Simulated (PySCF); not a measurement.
CH3N, SMILES `C=N`.

Method: r2SCAN/def2-SVP; geometry: GFN2-xTB; program: PySCF. No frequency check shows the geometry to be a minimum.

The calculation's input:

```python
import numpy as np
from pyscf import gto, scf, dft, lo
from pyscf.data.elements import chemcore

def solve(mol, dm0=None, hcore=None):
    mf = (dft.UKS if mol.spin else dft.RKS)(mol, xc='r2scan')
    mf.grids.level = 3
    mf = mf.density_fit(auxbasis='def2-universal-jkfit')
    mf.conv_tol, mf.max_cycle = 1e-8, 80
    if hcore is not None:
        mf.get_hcore = lambda *args: hcore
    mf.kernel(dm0)
    if not mf.converged:
        mf = mf.newton().run(mf.mo_coeff, mf.mo_occ, max_cycle=30)
    assert mf.converged, 'SCF not converged'
    return mf

mol = gto.M(atom='''
C      0.58111    -0.03135     0.00000
N     -0.65442     0.14804     0.00000
H      1.10085    -0.99585     0.00000
H      1.21665     0.84609     0.00000
H     -1.22321    -0.69845     0.00000
''', basis='def2-svp', charge=0, spin=0, verbose=4)
mf = solve(mol)
occ_all = mf.mo_coeff[:, mf.mo_occ > 0]
occ = occ_all[:, chemcore(mol):]
pm = lo.PM(mol, occ, pop_method='meta_lowdin')
loc = pm.kernel()
for _ in range(5):
    new, stable = pm.stability_jacobi(return_status=True)
    if stable:
        break
    loc = pm.kernel(new)
fock, s = mf.get_fock(), mf.get_ovlp()
ortho = lo.orth_ao(mol, 'meta_lowdin')
labels = mol.ao_labels(fmt=None)
vir = loc[:, :0]
both = np.hstack([loc, vir])
p = (ortho.T @ s @ both) ** 2
pop = np.array([p[[l[0] == a for l in labels]].sum(0) for a in range(mol.natm)])
spd = np.array([[p[[l[0] == a and l[2][-1] == k for l in labels]].sum(0) for k in 'spd'] for a in range(mol.natm)])
eps = np.einsum('pi,pq,qi->i', both, fock, both)
for i in np.argsort(eps):
    top = np.argsort(-pop[:, i])[:3]
    print('%3d %s %9.4f Eh ' % (i + 1, 'occ' if i < loc.shape[1] else 'vir', eps[i]), '  '.join('%s%d %.3f' % (mol.atom_symbol(a), a + 1, pop[a, i]) for a in top))
np.savez('result.npz', c=both, nocc=loc.shape[1], pop=pop, spd=spd, eps=eps, e=mf.e_tot)
```

Launched as:

```sh
OMP_NUM_THREADS=1 python input.py
```

The run took 3.6 s on 1 thread of Arm Neoverse V1, on a shared host, peak memory 0.24 GiB.

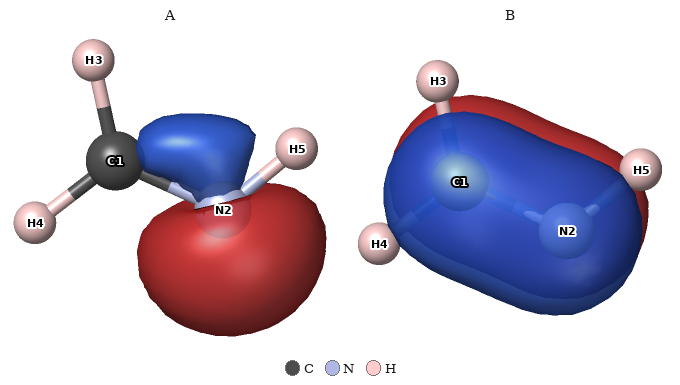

Pipek–Mezey orbitals, occupied; each surface holds about 85 % of the orbital's density. Energies are diagonal elements of the Fock matrix.

> Identify each orbital.

By panel:
- A: lone pair on N2 (sp1.9-type) (N2 97 %; −8.0 eV)
- B: π bond N2–C1 (N2 55 %, C1 45 %; −8.5 eV)

> How do all the valence pairs divide up?

6 pairs: 4 σ bonds, 1 two-centre π bond and 1 lone pair.
